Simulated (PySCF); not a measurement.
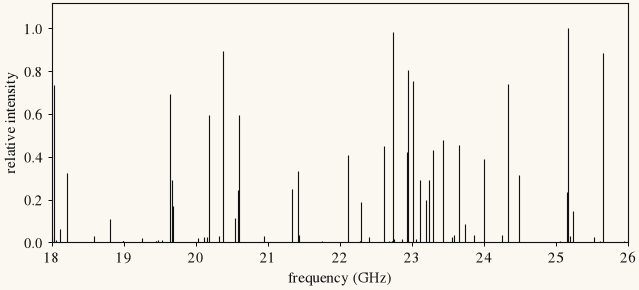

Simulated rotational absorption lines between 18 and 26 GHz at 3 K: rigid rotor with the equilibrium constants and dipole of one optimised conformer (PBE0-D3(BJ)/def2-SVP, PySCF 2.14.0), commonest isotopes; no centrifugal distortion, hyperfine structure, internal rotation or nuclear-spin weights; lines within 1 MHz of each other are summed.

### Which molecule gives this spectrum?
A. C₄H₅NSe, SMILES Cc1cc[se]n1
B. C₇H₁₆O (butyl isopropyl ether), SMILES CCCCOC(C)C
C. C₉H₉F, SMILES FCC1=C[C@@H]2[C@@H]3C=C[C@H]1[C@H]23

Option A. Rotational constants A, B, C = 6.257, 1.811, 1.417 GHz, |μa|, |μb|, |μc| = 0.36, 2.15, 0.00 D.

Note: coarse grid, loose stop and no frequency check, small forces are noise and the end may be a saddle.
